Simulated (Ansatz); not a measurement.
# Phonons of LiW2 in the C11b ordering, part 2 of 3

Question: is the lattice of LiW2 in the C11b ordering stable, and if so, what are its coupling constant and resistivity?

Ansatz 0.2.0; DFT PBE, scalar-relativistic, plane waves, PAW.

So far. Step 2 (Rough relaxation): The largest force is now 0.0031 eV/Å and the largest stress component 0.23 GPa. Step 3 (Relaxing cell and atoms): The largest force is now 0.0012 eV/Å and the largest stress component 0.0075 GPa. The relaxed cell has a = 3.301, c = 8.180 Å (conventional setting).

The structure was built from a prototype and need not be the compound's stable phase.

### Step 4. Relaxing tightly for phonons

Residual forces and stress shift phonon frequencies, so the cell is relaxed again, with tight thresholds and the mesh and smearing of this input.

input.yaml reads:

```yaml
crystal:
  lattice:
    - [3.3009546344, 0.0, 1.6786e-06]
    - [0.0, 3.3009546344, 1.6786e-06]
    - [1.6504752374, 1.6504752374, 4.0898995898]
  atoms:
    - { symbol: Li, position: [0.0, 0.0, 0.0] }
    - { symbol: W, position: [0.669514744, 0.669514744, 0.660970512] }
    - { symbol: W, position: [0.330485256, 0.330485256, 0.339029488] }
kpoints:
  mp_grid: { grid: [10, 10, 10] }
hamiltonian:
  xc: pbe
scf:
  occupations: { method: methfessel_paxton, width: 0.2 }
output:
  forces: true
  stress: true
  eigenvalues: true
relax:
  adjacent_minimum: "off"
  f_tol: 0.001
  max_steps: 60
  cell: { stress_tol: 0.01 }
```

Command:

```
ansatz run input.yaml --threads 4 --pin off --max-ram 8192MiB --backend cpu --events-out ev --progress --plain --runs-dir out
```

Numbers of over 12 decimals in the logs are rounded to 6 here.

The log of the run:

```text
[the first part of the log is left out]
  E_vxc        = -489.103583  (∫ρ·V_xc dr)
  E_paw        = -17146.391489  (= ΣΔE_a)
  E_vpaw       = -262.785280  (= ΣTr[D̂ρ^β])
  E_aug_tail   = -0.000087  (compensation charges beyond the density's cutoff)
  E_ewald      = -3046.211352
  E_smearing   = -0.016009  (= −TS)
  E_closure    = 0.000000  (closes the sum)
  Σ components = -20972.686595   (vs F -20972.686595, Δ=0.00e0)
--- Forces (eV/Å), atoms counted from 1 ---
  atom   1  Li     0.00000000     0.00000000     0.00000000
[...]
0.000000       0.000000      -0.001400
  P = ⅓ Tr σ = 0.0000 GPa (0.000 kbar)
--- Band table (eV; the first three rows and the last of 102) ---
[...]
--- Relaxed structure (4 steps of the walk, 4 accepted, 1 SCFs on fresh bases) ---
[...]
cell:  # Å, volume = 44.5566 Å³
    - [3.301220, -4.268362396726221e-13, 1.6787378598131242e-6]
    - [-4.2683623967272097e-13, 3.301220, 1.6787378598133188e-6]
    - [1.650608, 1.650608, 4.088494]
  atoms:
    - { symbol: Li, position: [0, 0, 0] }
    - { symbol: W, position: [0.669482, 0.669482, 0.661036] }
    - { symbol: W, position: [0.330518, 0.330518, 0.338964] }
```

It took 4.2 s on 4 threads of Intel Xeon Platinum 8488C (Sapphire Rapids), shared host; peak memory 0.47 GiB.

Little changed from the start: no atom moved by 0.005 Å and no cell edge by 0.1 %.

Numbers from this step:

```
pressure : 2.48e-5 GPa
```

The largest force is now 1.4e-4 eV/Å and the largest stress component 0.0014 GPa, small enough for phonons.

### Step 5. Lattice stability: q 2×2×2, k 6×6×6

Before any scattering is computed, the phonons show whether the structure is a minimum.

input.yaml reads:

```yaml
crystal:
  lattice:
    - [3.3012202492, 0.0, 1.6787e-06]
    - [0.0, 3.3012202492, 1.6787e-06]
    - [1.6506080455, 1.6506080455, 4.0884942965]
  atoms:
    - { symbol: Li, position: [0.0, 0.0, 0.0] }
    - { symbol: W, position: [0.6694821332, 0.6694821332, 0.6610357335] }
    - { symbol: W, position: [0.3305178668, 0.3305178668, 0.3389642665] }
kpoints:
  mp_grid: { grid: [6, 6, 6] }
hamiltonian:
  xc: pbe
scf:
  occupations: { method: methfessel_paxton, width: 0.2 }
output:
  eigenvalues: true
phonons:
  method: dfpt
  qmesh: [2, 2, 2]
  temperatures: { t_max: 1000, t_step: 50 }
  qpath:
    path:
      - [[0.0, 0.0, 0.0], [0.5, 0.5, 0.5], [0.5, 0.5, 0.75], [0.5, 0.0, 0.5], [0.0, 0.0, 0.0], [0.0, 0.0, 0.5], [0.4185047, 0.0, 0.70925235]]
      - [[0.5814953, 0.0, 0.29074765], [0.0, 0.0, 0.0]]
      - [[0.5, 0.5, 0.5], [0.5814953, 0.4185047, 0.5]]
      - [[0.4185047, 0.4185047, 0.9185047], [0.0, 0.0, 0.5]]
    npoints: 10
```

The log of the run:

```text
[...]
Crystal: 3 atoms, lattice volume = 44.557 Å³
Basis set: ecut = 420 eV, 865 PW (Γ), exchange–correlation on 64×64×64 points (8 copies of the dense FFT grid, shifted against one another)
Bands: 20, of which v1, the nominal top of the filled ones, is band 16 counted from 1 (15 counted from 0)
Symmetry: 16 space group operations
k-points: 30 of 216
[...]
SCF iter   1: F=—  HF=-20972.672031 eV  |F-HF|=—  |Δ(HF+E_count)|=         —  Δρ=5.98e-3  dr2=2.44e-2  ethr=1.77e-3  ⟨swp⟩=5.0  Hψ=2557  notcnv=0
[...]
SCF iter   9: F=-20972.666442 eV  HF=-20972.666442 eV  |F-HF|=7.28e-12  |Δ(HF+E_count)|=  3.64e-12  S|Δr|=    0.00e0  Δρ=4.11e-8  dr2=5.90e-13  ethr=1.00e-12  ⟨swp⟩=5.4  Hψ=2300  notcnv=0
SCF 1 converged in 9 iterations: F = -20972.666442 eV  dr2 = 5.90e-13
[...]
phonons: the bands overlap, so this run is a metal and interpolates without the dipole-dipole term. If the crystal is really an insulator or semiconductor, its LO-TO splitting is missing
NSCF: frozen V_eff on 30 k-points
[...]
DFPT response loops at q = (0, 0, 0) (fractional): preconditioner auto → Kerker (q_TF=auto, 2.568 Å⁻¹) (partly filled bands, converged f_vac=0.000); β = 1.00, the filter's whole step (`scf.mixing.beta` (0.50) is not read by the response loops under this deck's `scf.mixing.preconditioner`; to damp them name `kerker` or `kerker_dos`, under which they read `scf.mixing.beta`, and type it under 1.00, their step now; both keys bind the ground state too); Broyden in place of MSR1
[...]
SCF converged after 9 iterations
Stability not checked: this state was not tested for a lower state beside it, because cold or Methfessel-Paxton smearing, or corrected tetrahedra, fill the levels in a way that the test cannot read (fill_not_monotonic; see scf.lower_state_search)
Free energy (F): -20972.666442 eV
[...]
Internal energy: -20972.654104 eV  (E = F + TS)
E sigma→0 (E₀):  -20972.663358 eV
Entropy (-TS):   -0.012338 eV (-4.113 meV/atom)
Fermi energy:    16.317354 eV
[...]
--- Band table (eV; the first three rows and the last of 30) ---
  k-point 0: bands = [... 12 lower, 15.4443, 15.6595, 16.4884, 16.4884, 16.7380, 16.9801, 16.9801, 20.7857]
  k-point 1: bands = [... 12 lower, 15.1602, 15.7065, 16.1075, 16.1075, 17.0298, 17.5718, 17.5718, 20.6709]
  k-point 2: bands = [... 12 lower, 14.3178, 15.7571, 15.7571, 15.8057, 17.6203, 18.5131, 18.5131, 20.4401]
  k-point 29: bands = [... 12 lower, 13.7589, 15.1360, 15.7719, 16.4856, 19.0087, 19.3381, 19.3624, 19.5348]
--- Phonons (Γ-DFPT): 4 representative perturbations + reference (Σ response iterations 12) ---
  ASR residual: 1.139e-5 → 0.000e0 eV/Å²; symmetrization residual: 2.182e-7 eV/Å²
  ASR residual per site (eV/Å²): 1.14e-5 6.78e-6 6.78e-6
  Γ frequencies (cm⁻¹): 0.00 0.00 0.00 159.72 159.72 167.32 468.82 468.82 524.46
--- Phonons (arbitrary-q DFPT): 4 irreducible q on the 2×2×2 mesh ---
  q = [0.0000, 0.0000, 0.0000] (star 1, of the zone-centre solve; hermiticity 3.90e-8, symmetrization 8.33e-9): -0.00 -0.00 0.00 159.72 159.72 167.32 468.82 468.82 524.46
  q = [0.0000, 0.0000, -0.5000] (star 1, 4 solved perturbations in 272 linear systems a pass and spin channel, the states on 112 of 216 k-point pairs; hermiticity 1.71e-4, symmetrization 9.22e-5): 52.18 52.18 97.57 97.57 127.95 191.68 457.22 457.22 526.57
[...]
sum rule: each row above includes the acoustic sum rule's correction from the zone centre's row sums; it moved no ω² by more than (0.67 cm⁻¹)²
  mesh force constants: q→R imaginary residual 1.53e-17; ASR residual 1.139e-5 → 0.000e0 eV/Å²; symmetrization residual 1.243e-14 eV/Å²
  interpolated dispersion: 94 rows × 9 modes
  density of states and harmonic sums: on the 20×20×16 q-mesh, interpolated from the force constants of a 2×2×2 supercell (no non-analytic term)
  largest difference from the sums on the solved wave vectors: F 3.02e-2 eV, S 5.42e-5 and C_V 2.41e-5 eV/K
  zero-point energy: 0.130396 eV/cell   skipped modes (ω ≤ 0): 136, of them read as no rigid motion or as one in doubt: 133 (9.531e-2 modes/cell left out, lowest -30.26 cm⁻¹)   left out of the sums: 1.06e-2 of the cell's modes: C_V's classical limit lies that fraction below 3 k_B per atom; for a crystal, a wire or a layer, F and S can be off by more, and a phonons.interpolated_qmesh denser along its periods is the remedy for the sampling
```

Elapsed: 25 s, on 4 threads; peak memory 0.66 GiB.

The column dr2 measures how far the density is from self-consistency, as an energy; F and HF (Harris–Foulkes) agree once it is small.

This step gave:

| Item | Value |
| --- | --- |
| share of imaginary modes in the plain interpolation between solved wavevectors | 0.0105 |
| highest frequency, solved or plainly interpolated | 529.4 cm⁻¹ |

Solved on the 2×2×2 mesh alone; all other wavevectors are interpolated. The phonon branches at the labelled points (cm⁻¹):

```csv
point,branch 1,branch 2,branch 3,branch 4,branch 5,branch 6,branch 7,branch 8,branch 9
Γ,0,0,0,160,160,167,469,469,524
X,45,69,127,140,141,175,452,464,529
P,56,56,125,142,160,160,458,458,529
N,25,87,122,126,131,144,451,465,527
Γ,0,0,0,160,160,167,469,469,524
M,52,52,98,98,128,192,457,457,527
S,82,108,116,118,120,126,451,463,528
jump to S0,82,108,116,118,120,126,451,463,528
Γ,0,0,0,160,160,167,469,469,524
jump to X,45,69,127,140,141,175,452,464,529
R,63,70,127,134,139,169,453,463,529
jump to G,63,70,127,134,139,169,453,463,529
M,52,52,98,98,128,192,457,457,527
```

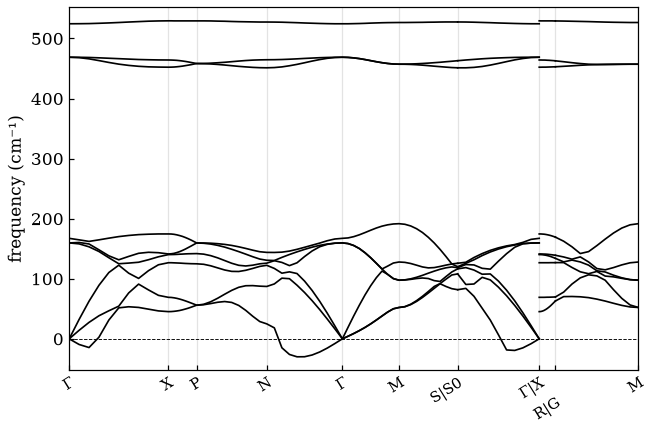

Phonon branches along the path.

Lowest modes at the softest wavevector of the mesh. The modes at q = (0.500, 0.000, 0.000) (shares of kinetic energy by element, %):

| mode | frequency (cm⁻¹) | Li % | W % |
| --- | --- | --- | --- |
| 1 | 24.9 | 2 | 98 |
| 2 | 87.2 | 0 | 100 |
| 3 | 122.4 | 0 | 100 |
| 4 | 126.0 | 0 | 100 |
| 5 | 130.8 | 1 | 99 |
| 6 | 143.9 | 0 | 100 |

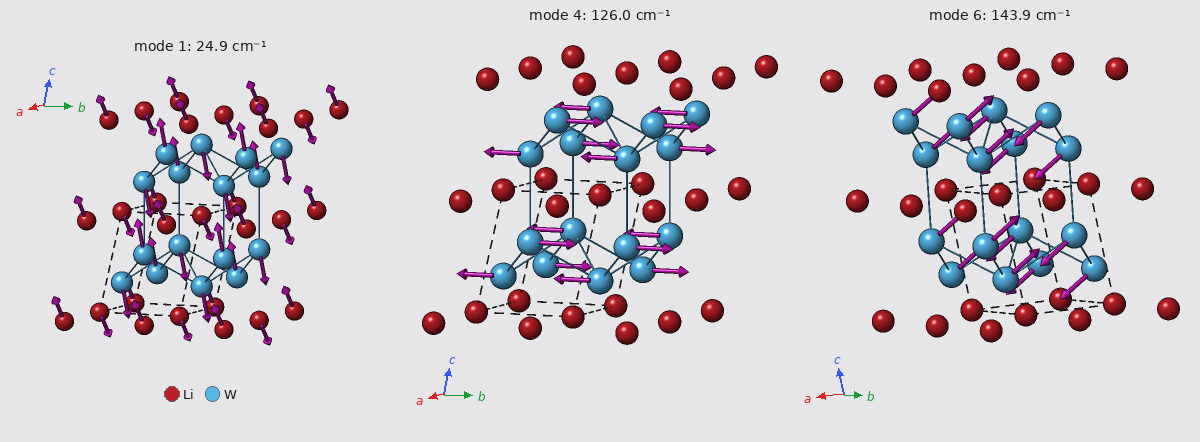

Displacement patterns of modes 1, 4 and 6 at q = (0.500, 0.000, 0.000); arrows are exaggerated. 2×2×2 cells are drawn. The axes are those of the cell as run, not the conventional ones. Some periodic images of atoms are drawn too.

The modes has structure finer than the step of the table below, so its rows give means over 50 cm⁻¹, whole bins alone (the curve runs from -40.2 to 555 cm⁻¹). Peaks (cm⁻¹: height): Li 457.9: 0.113, 529.0: 0.0842; W 128.3: 0.0679.

Phonopy on the run's constants, 19x19x13 mesh, Gaussian sigma 4.3 cm⁻¹. The modes by wavenumber; means over each step; values in 1/cm⁻¹/cell:

```
wavenumber (cm⁻¹)       Li        W
                0   5.4e-5  0.00332
               50   2.8e-4   0.0219
              100   2.2e-4   0.0442
              150   2.6e-4   0.0481
              200   9.7e-7  0.00133
              250        0        0
              300        0        0
              350        0        0
              400        0        0
              450   0.0390   6.3e-4
              500  0.00645   6.6e-5
```

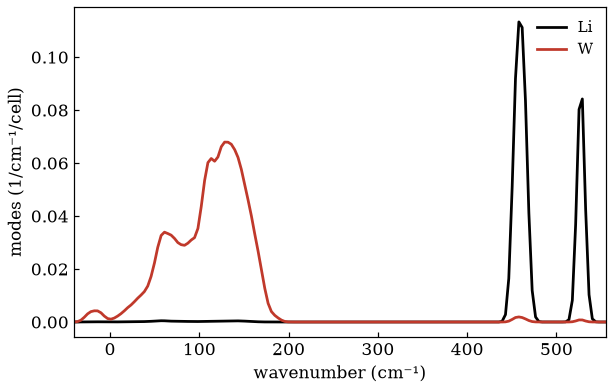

Modes, plotted against wavenumber.

No LO-TO term; unit eigenvectors of the mass-weighted matrix. The modes at Γ (shares of kinetic energy by element, %):

```
mode  frequency (cm⁻¹)  symmetry  Li %  W %
   1               0.0   unnamed     2   98
   2               0.0   unnamed     2   98
   3               0.0   unnamed     2   98
   4             159.7        Eg     0  100
   5             159.7        Eg     0  100
   6             167.3       A1g     0  100
   7             468.8        Eu    98    2
   8             468.8        Eu    98    2
   9             524.5       A2u    98    2
```

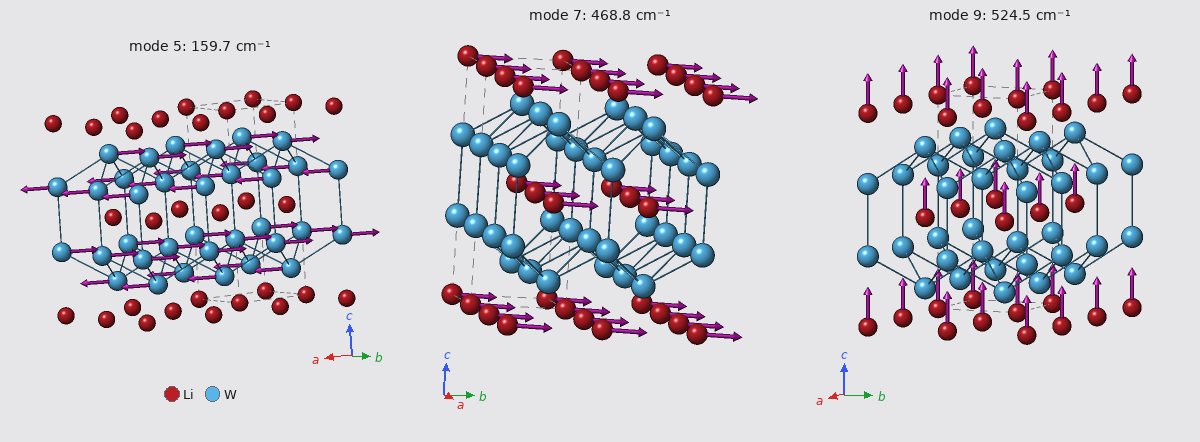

Displacement patterns of modes 5, 7 and 9 at Γ; arrows are exaggerated. 3×2×1 conventional cells are drawn. Some periodic images of atoms are drawn too.

Among the solved wavevectors the lowest mode, translations apart, is 24.9 cm⁻¹, so these are real on this k mesh.

### Step 6. Electron–phonon run: q 2×2×2, k 6×6×6, scattering 8×8×8

The cheapest meshes give a first estimate and the cost of a run.

input.yaml, as its differences from that of step 5:

```diff
@@ -28 +28,5 @@
     npoints: 10
+  electrical_resistivity:
+    mesh: [8, 8, 8]
+    temperatures: [20.0, 50.0, 77.0, 100.0, 150.0, 200.0, 300.0, 400.0, 600.0, 800.0]
+  electron_occupations: "off"
```

The log of the run:

```text
[the first part of the log is left out]
  E_nonlocal   = -28.725779
  E_hartree    = 626.196455
  E_xc         = -542.795058
  E_vxc        = -489.117237  (∫ρ·V_xc dr)
  E_paw        = -17146.421789  (= ΣΔE_a)
  E_vpaw       = -262.818116  (= ΣTr[D̂ρ^β])
  E_aug_tail   = -0.000087  (compensation charges beyond the density's cutoff)
  E_ewald      = -3046.211352
  E_smearing   = -0.012338  (= −TS)
  E_closure    = 0.000000  (closes the sum)
  Σ components = -20972.666442   (vs F -20972.666442, Δ=0.00e0)
--- Band table (eV; the first three rows and the last of 30) ---
  k-point 0: bands = ["-57.2492", "-57.0690", "-28.1155", "-21.7603", "-21.6902", "-21.6902", "-21.0753", "-21.0753", "-21.0365", "8.6328", "12.4541", "13.1573", "15.4443", "15.6595", "16.4884", "16.4884", "16.7380", "16.9801", "16.9801", "20.7857"]
  k-point 1: bands = ["-57.2437", "-57.0747", "-28.1163", "-21.7132", "-21.7004", "-21.7004", "-21.0849", "-21.0643", "-21.0643", "8.8899", "12.3354", "12.9784", "15.1602", "15.7065", "16.1075", "16.1075", "17.0298", "17.5718", "17.5718", "20.6709"]
  k-point 2: bands = ["-57.2312", "-57.0875", "-28.1179", "-21.7197", "-21.7197", "-21.5837", "-21.2171", "-21.0433", "-21.0433", "9.5519", "12.1269", "12.6302", "14.3178", "15.7571", "15.7571", "15.8057", "17.6203", "18.5131", "18.5131", "20.4401"]
  k-point 29: bands = ["-57.1624", "-57.1371", "-28.1089", "-21.9674", "-21.9460", "-21.5717", "-21.1841", "-21.0745", "-21.0505", "12.4150", "13.0854", "13.7438", "13.7589", "15.1360", "15.7719", "16.4856", "19.0087", "19.3381", "19.3624", "19.5348"]
--- Phonons (Γ-DFPT): 4 representative perturbations + reference (Σ response iterations 16) ---
  ASR residual: 1.081e-5 → 0.000e0 eV/Å²; symmetrization residual: 9.053e-8 eV/Å²
  ASR residual per site (eV/Å²): 1.08e-5 6.35e-6 6.35e-6
  Γ frequencies (cm⁻¹): 0.00 0.00 0.00 159.72 159.72 167.32 468.82 468.82 524.46
--- Phonons (arbitrary-q DFPT): 4 irreducible q on the 2×2×2 mesh ---
  q = [0.0000, 0.0000, 0.0000] (star 1, of the zone-centre solve; hermiticity 1.62e-8, symmetrization 3.67e-9): -0.00 0.00 0.00 159.72 159.72 167.32 468.82 468.82 524.46
  q = [0.0000, 0.0000, -0.5000] (star 1, 4 solved perturbations in 272 linear systems a pass and spin channel, the states on 112 of 216 k-point pairs; hermiticity 7.10e-5, symmetrization 6.06e-5): 52.18 52.18 97.57 97.57 127.95 191.68 457.22 457.22 526.57
  q = [0.0000, -0.5000, 0.0000] (star 4, 6 solved perturbations in 584 linear systems a pass and spin channel, the states on 112 of 216 k-point pairs; hermiticity 1.78e-5, symmetrization 2.95e-6): 24.89 87.25 122.44 126.03 130.82 143.91 451.21 464.60 527.38
  q = [-0.5000, -0.5000, 0.0000] (star 2, 4 solved perturbations in 360 linear systems a pass and spin channel, the states on 112 of 216 k-point pairs; hermiticity 3.46e-9, symmetrization 1.49e-9): 45.27 69.05 126.74 140.24 141.32 174.65 452.24 464.19 529.35
  sum rule: each row above includes the acoustic sum rule's correction from the zone centre's row sums; it moved no ω² by more than (0.65 cm⁻¹)²
  mesh force constants: q→R imaginary residual 1.53e-17; ASR residual 1.081e-5 → 0.000e0 eV/Å²; symmetrization residual 1.421e-14 eV/Å²
  interpolated dispersion: 94 rows × 9 modes
  density of states and harmonic sums: on the 20×20×16 q-mesh, interpolated from the force constants of a 2×2×2 supercell (no non-analytic term)
  largest difference from the sums on the solved wave vectors: F 3.02e-2 eV, S 5.42e-5 and C_V 2.41e-5 eV/K
  zero-point energy: 0.130396 eV/cell   skipped modes (ω ≤ 0): 136, of them read as no rigid motion or as one in doubt: 133 (9.531e-2 modes/cell left out, lowest -30.26 cm⁻¹)   left out of the sums: 1.06e-2 of the cell's modes: C_V's classical limit lies that fraction below 3 k_B per atom; for a crystal, a wire or a layer, F and S can be off by more, and a phonons.interpolated_qmesh denser along its periods is the remedy for the sampling
Error: electrical resistivity: the mode of lowest frequency at the wavevector [0.0000, 0.2500, 0.0000] is imaginary, -29.85 cm⁻¹ (written negative): every mode at the wavevectors of the force constants' own supercell is real, and this one is interpolated between them; take force constants of more repeats (phonons.supercell, under dfpt phonons.qmesh), or, with a block electrical_resistivity or superconductivity, name a file of force constants under which the crystal is stable (phonons.electron_phonon_force_constants)
The harmonic force constants that this run solved are whole in <dir>
```

It took 31 s on 4 threads; peak memory 0.67 GiB.

The run ended with an error.

The program's message: “electrical resistivity: the mode of lowest frequency at the wavevector [0.0000, 0.2500, 0.0000] is imaginary, -29.85 cm⁻¹ (written negative): every mode at the wavevectors of the force constants' own …”

The run stops because a mode is imaginary on the scattering mesh, where no scattering rate is defined; denser k meshes, other smearings and, between solved wavevectors, finer q meshes show whether the instability is real.

(Continued in part 3 of 3.)

[Logs are printed without paths, hosts, clocks, repeated set-up lines and the standing remarks that a program may print on its own settings, such as how far it seeks lower states.]

[Hosts, paths, dates, database ids (printed as entryN), source tags and the programs' standing remarks are cut or masked in the printed files.]
